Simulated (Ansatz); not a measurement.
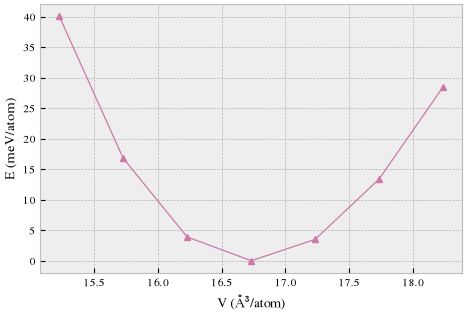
Figure. Al in space group Fd-3m (No. 227; Al on 8a, Al on 16d) under volume change, plane-wave PAW r²SCAN (Ansatz code), scaled uniformly.

What does a third-order Birch–Murnaghan fit give for V₀, B₀ and B′?

V₀ = 16.73 Å³/atom, B₀ = 79.3 GPa, B′ = 4.7.

The start of the workflow was typed in or built on a structure type; neither database checked (COD, Materials Project) lists it. It is not the phase usual at ambient conditions (space group No. 225). The cell was relaxed with r²SCAN under the symmetry of its start; whether a distortion lowers the energy is not shown.

Potentials: the later of the program's two PAW sets.
